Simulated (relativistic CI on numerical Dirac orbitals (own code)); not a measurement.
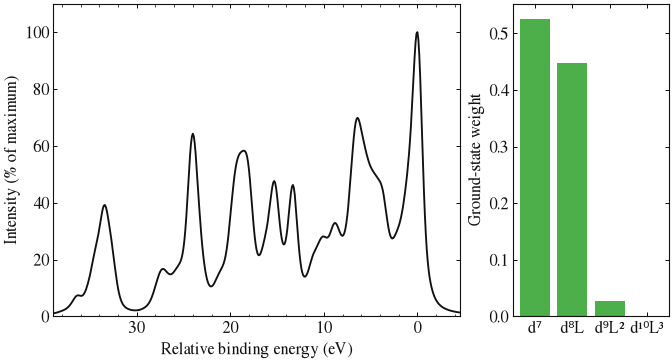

2p photoemission of nominal Ni³⁺ (d⁷) with Δ = −0.1, U_dd = 7.4, U_pd = 10.5, 10Dq = 0.55 (ligand 1.3), V(eg) = 1.8, V(t2g) = −0.86 eV, final-state hopping scaled by 1. Charge-transfer multiplet model of a cubic metal–ligand cluster, up to 3 ligand holes (L), atomic integrals computed for Dirac–Coulomb–Breit ions and scaled by 0.8, 20 K, Voigt broadening (Lorentzian 0.6 eV, Gaussian 0.8 eV). Energies are counted from the highest peak in the lower part of the range.

### Describe the spectrum and the ground state.

The main maxima lie at 0.0 eV (100), 6.4 eV (70), 8.8 eV (33), 13.3 eV (46), 15.3 eV (48), 18.5 eV (58), 24.0 eV (64), 27.2 eV (17) and 33.4 eV (39), heights in % of the largest. The features below about 12 eV belong to the 2p₃/₂ hole, those above mostly to the 2p₁/₂ hole. The ground state is 53 % d⁷, 45 % d⁸L and 3 % d⁹L², with 7.50 d electrons and S = 1.50.
